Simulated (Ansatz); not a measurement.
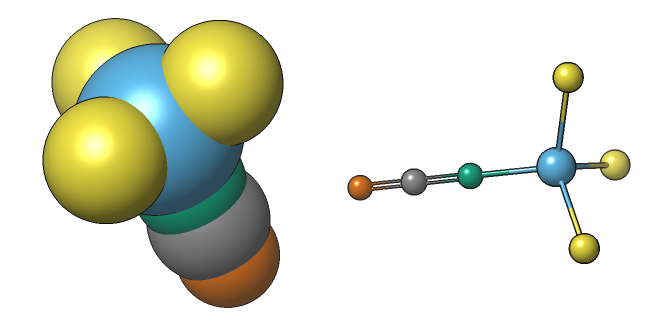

Both panels show the same species. Colours: oxygen orange, carbon grey, nitrogen teal, titanium blue, chlorine yellow.

Charge 0, singlet. The computed structure is the end point of a PBE0-D4/def2-TZVP optimisation.

Describe the molecule.

Formula CCl₃NOTi. SMILES: `O=C=[N][Ti]([Cl])([Cl])[Cl]`. This geometry has C3v symmetry. Coordination: 1 C linear; 1 N linear; 1 Ti tetrahedral.

More results for the same structure follow; atom numbers are the same in all pictures, views and colours differ.

### Vibrations

Harmonic vibrations computed with RKS PBE0-D4/def2-TZVP (Ansatz 0.2.0) at a stationary point of the same level.

Question: List the wavenumbers.

Answer: 15 modes: 35, 35, 119, 119, 129, 184, 184, 393, 511, 511, 534, 641, 641, 1485, 2350 cm⁻¹.

### Electronic properties

Method: RKS revPBE-D4/def2-TZVPP (Ansatz 0.2.0).

What does the calculation give?

- HOMO energy (Kohn–Sham orbital): −7.94 eV
- LUMO energy (Kohn–Sham orbital): −4.36 eV
- HOMO–LUMO gap: 3.58 eV
- dispersion correction: −67.2 kJ/mol

### Charges

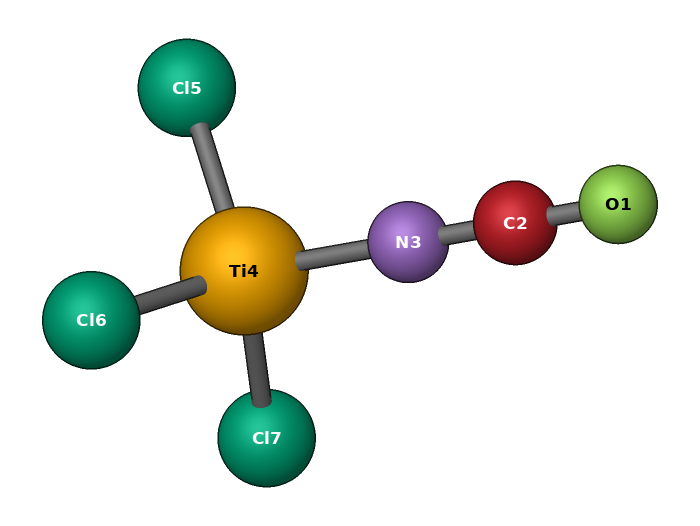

The questions are on Mulliken charges. Level of theory: RKS ωB97M-V/def2-TZVPP (Ansatz 0.2.0).

List the Mulliken charges.

| atom | value (e) |
| --- | --- |
| O1 | −0.19 |
| C2 | 0.25 |
| N3 | −0.48 |
| Ti4 | 0.83 |
| Cl5 | −0.14 |
| Cl6 | −0.14 |
| Cl7 | −0.14 |

Mulliken values depend strongly on the basis set and can even reverse the polarity of a bond.
